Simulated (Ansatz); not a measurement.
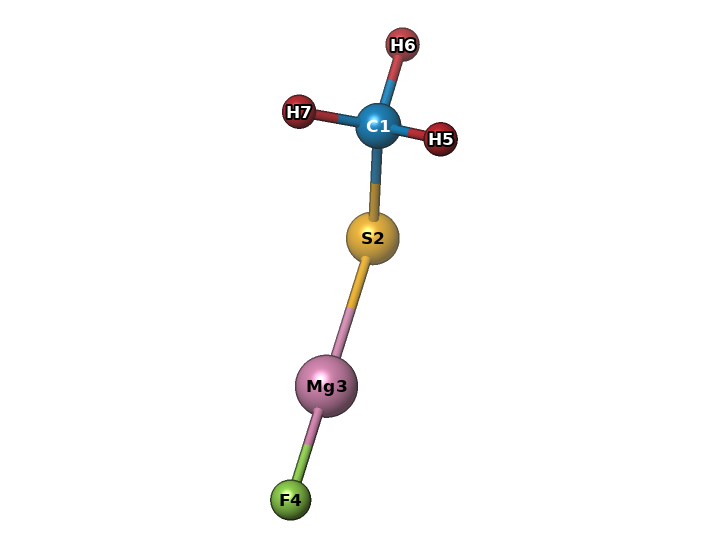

Figure made from data computed with Ansatz.

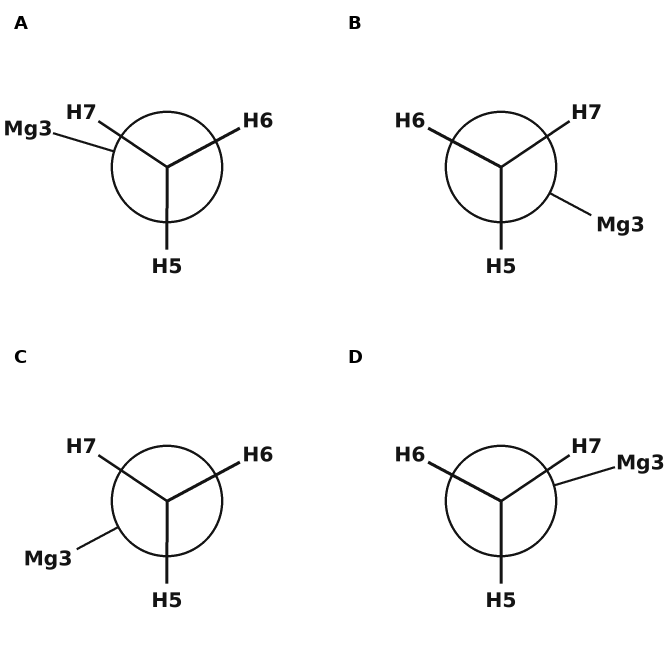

Distant atoms are faded towards the background colour. Bonds that would overlap in a projection are set slightly apart. Geometry: moved along internal coordinates away from the minimum.

Which Newman projection shows the view along C1–S2, with C1 in front?

Answer. C. The torsion angle H5–C1–S2–Mg3 is 62°, synclinal (gauche).
